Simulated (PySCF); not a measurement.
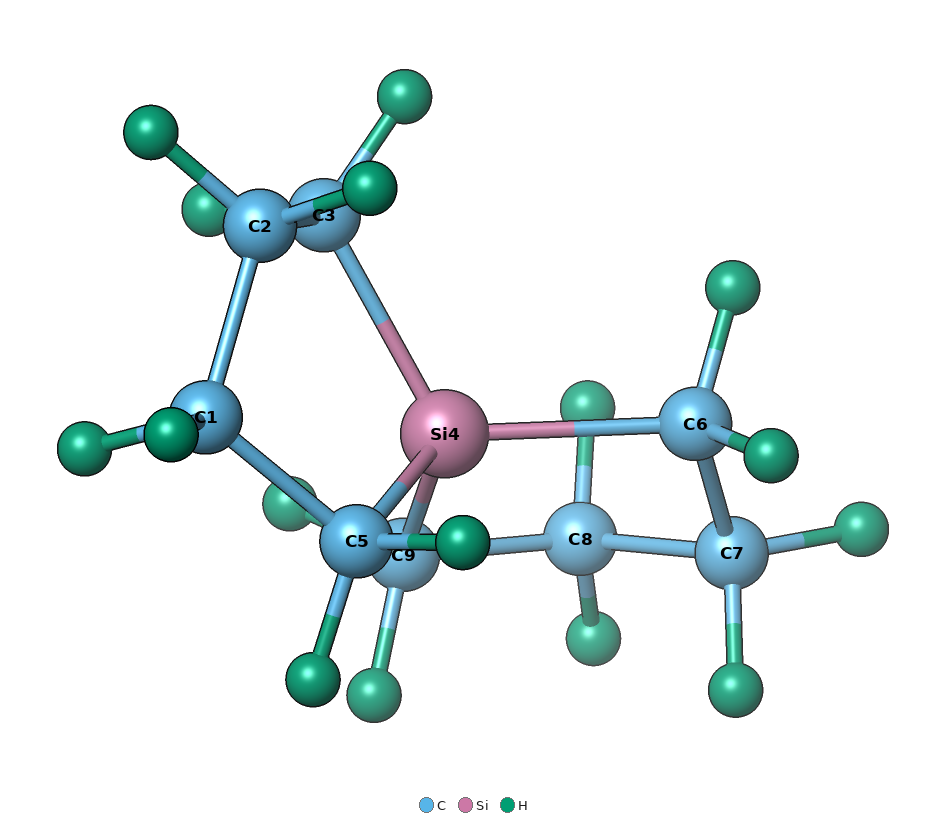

Distant atoms are faded towards the background colour. Computed geometry: PBE0-D3(BJ)/def2-SVP optimisation. No frequency run is at hand to confirm it as a minimum.

How is the 5-membered ring Si4–C6–C7–C8–C9 puckered?

It is a twist (half-chair). The Cremer–Pople amplitude Q is 0.43 Å.

Give the torsion angles round the ring, beginning with the bond from its second to its third atom.

37°, −50°, 37°, −13°, −13°.
